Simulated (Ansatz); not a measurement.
**BCCD(T)/cc-pVDZ run of GaCNCl2 (SMILES N#[C][Ga]([Cl])[Cl])**

What is the energy change on altering one bond length of GaCNCl2 at BCCD(T)/cc-pVDZ? 

The results are computed with Ansatz 0.2.0.

74 further runs of the same task are left out: 1 that didn't finish, 73 set aside as unsound or not needed. Runs told in other sessions of the task aren't counted.

## 1. The structure to begin with

GaCNCl2: 5 atoms, total charge 0, spin state singlet. SMILES: `N#[C][Ga]([Cl])[Cl]`. The coordinates come from a PBE0-D4/def2-TZVP relaxation.

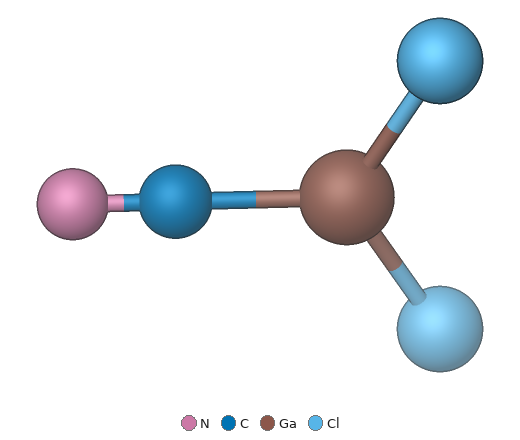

The structure, seen from a chosen angle (nitrogen pink, carbon blue, gallium brown, chlorine blue).

## 2. The energy at BCCD(T)/cc-pVDZ

input.yaml

```yaml
basis:
  gaussian: {orbitals: cc-pVDZ}
crystal:
  periodic: [false, false, false]
  atoms:
    - symbol: "N"
      position_ang: [0.909600, -1.318100, 1.914000]
    - symbol: C
      position_ang: [0.493500, -0.715000, 1.025200]
    - symbol: Ga
      position_ang: [-0.199400, 0.288700, -0.455700]
    - symbol: Cl
      position_ang: [-1.735500, -0.526200, -1.643200]
    - symbol: Cl
      position_ang: [0.581700, 2.197000, -0.881800]
magnetization: {spin_polarized: false}
scf: {omitted_lower_state_checks: [cluster_reference, increment]}
correlation: {method: bccd_t, frozen_orbitals: {C: 1, Cl: 5, Ga: 9, "N": 1}}
accuracy: high
```

Run with:

```
$ ansatz run input.yaml --threads 1 --pin off --max-ram 3480MiB --events-out events.jsonl --progress --plain --runs-dir runs
```

The log of the run, cut to the lines that bear on the results:

```text
Warning: RAYON_NUM_THREADS=1 ignored (pool sized by the plan → 1); use --threads N
Functional definition: HF
  name "HF"
[...]
1994 factors; integrals over basis functions are off by at most 4.4e-9 eV
[...]
mean field -79856.47002766 eV, -2934.6711448568 hartree, gradient 1.4e-8 eV, S^2 0.000000; 0 other end points of the search recorded, 0 dependent functions left out
21 core orbitals not correlated: weight in the atoms' cores, before any rotation towards them, 1.000 or more for the frozen orbitals, at most 0.000 for the correlated occupied ones
reference -79856.47002766 eV, -2934.6711448568 hartree; 18, 18 occupied and 52, 52 virtual orbitals, 1994 factors
second order -16.67564534 eV of doubles, -0.00000000 eV of singles
cycle   1  -16.90604844 eV  change   -2.3e-1 eV  update   1.0e-1
[...]
cycle  21  -17.42489807 eV  change   -3.3e-9 eV  update   2.1e-9
perturbative correction -0.64050412 eV, -0.0235380924 hartree
Total energy: -79874.53542985 eV, -2935.3350361424 hartree
Checks for a lower state left out: cluster_reference, increment
```

It took 28 s on 1 thread of Intel Xeon Platinum 8375C at 2.90GHz (Ice Lake), shared host; peak memory 0.64 GiB.

## 3. The distorted shape, same level

input.yaml

```yaml
crystal:
  periodic: [false, false, false]
  atoms:
    - {symbol: N, position_ang: [1.117458, -1.619193, 2.358245]}
    - {symbol: C, position_ang: [0.701358, -1.016093, 1.469445]}
    - {symbol: Ga, position_ang: [-0.199400, 0.288700, -0.455700]}
    - {symbol: Cl, position_ang: [-1.735500, -0.526200, -1.643200]}
    - {symbol: Cl, position_ang: [0.581700, 2.197000, -0.881800]}
basis:
  gaussian: {orbitals: cc-pVDZ}
correlation: {method: bccd_t, frozen_orbitals: {C: 1, Cl: 5, Ga: 9, "N": 1}}
accuracy: high
scf: {omitted_lower_state_checks: [cluster_reference, increment]}
```

Run with:

```
$ ansatz run input.yaml --threads 1 --pin off --max-ram 3480MiB --events-out events.jsonl --progress --plain --runs-dir runs
```

The log of the run, cut to the lines that bear on the results:

```text
Warning: RAYON_NUM_THREADS=1 ignored (pool sized by the plan → 1); use --threads N
[... 2 set-up lines as earlier in the session ...]
[...]
1965 factors; integrals over basis functions are off by at most 4.4e-9 eV
[...]
mean field -79855.03176634 eV, -2934.6182897284 hartree, gradient 1.5e-8 eV, S^2 0.000000; 0 other end points of the search recorded, 0 dependent functions left out
21 core orbitals not correlated: weight in the atoms' cores, before any rotation towards them, 1.000 or more for the frozen orbitals, at most 0.000 for the correlated occupied ones
reference -79855.03176634 eV, -2934.6182897284 hartree; 18, 18 occupied and 52, 52 virtual orbitals, 1965 factors
second order -16.70069927 eV of doubles, -0.00000000 eV of singles
cycle   1  -16.95067772 eV  change   -2.5e-1 eV  update   1.1e-1
[...]
cycle  24  -17.50947460 eV  change   -1.7e-9 eV  update   1.6e-9
perturbative correction -0.67938950 eV, -0.0249671036 hartree
Total energy: -79873.22063044 eV, -2935.2867181552 hartree
Checks for a lower state left out: cluster_reference, increment
```

Wall time 35 s (1 thread of Intel Xeon Platinum 8375C at 2.90GHz (Ice Lake), shared host); peak memory 0.64 GiB.

## 4. What came out

At BCCD(T)/cc-pVDZ, 21 core orbitals frozen:

| quantity | value |
| --- | --- |
| first shape: total energy | -2935.33504 Eh |
| first shape: correlation energy (21 core orbitals frozen) | -663.9 mEh |
| first shape: (T) correction | -23.54 mEh |
| distorted shape: total energy | -2935.28672 Eh |
| distorted shape: correlation energy (21 core orbitals frozen) | -668.4 mEh |
| distorted shape: (T) correction | -24.97 mEh |
| energy change with the C2–Ga3 bond stretched from 1.918 to 2.494 Å | 1.315 eV |

With the C2–Ga3 bond stretched from 1.918 to 2.494 Å the energy rises by 1.31 eV (127 kJ/mol). The first shape isn't relaxed at this level, so the change isn't measured from a minimum. The triples (first shape) make up 3.5 % of the correlation energy. The triples (distorted shape) make up 3.7 % of the correlation energy.
